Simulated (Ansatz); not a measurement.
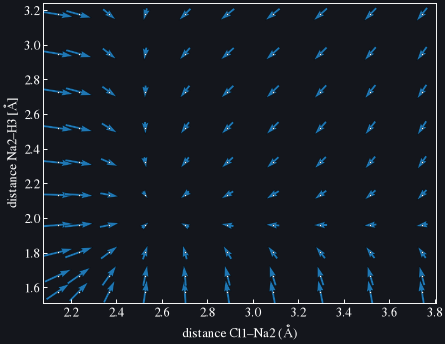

The system Cl⁻ + NaH. First axis: distance Cl1–Na2. Second axis: distance Na2–H3. Nothing is relaxed (the angle Cl1–Na2–H3 is fixed at 100 degrees). The grid has 10 × 10 points. The reference is spin-restricted, so regions where a bond is pulled apart into radicals lie too high. All numbers below come from RKS wB97X-V/def2-SVPD (Ansatz 0.2.0).

The picture shows dots at the grid points, arrows along the force (downhill), their lengths compressed.

The arrows alone are given. Where is the energy lowest?

Answer. The arrows converge at about distance Cl1–Na2 = 2.585 Å, distance Na2–H3 = 2.018 Å (read from the interpolated surface).

The energy map of the same scan:

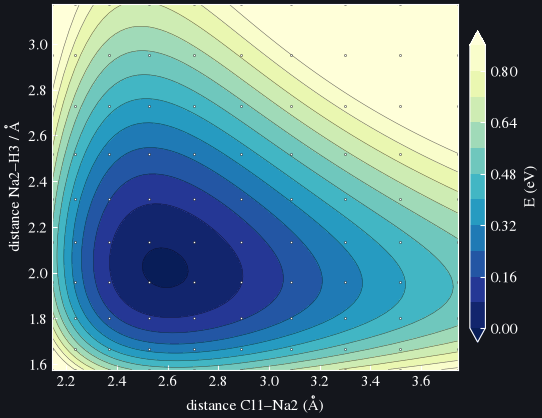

Energies are in eV, from the lowest grid point; between grid points the surface is interpolated.
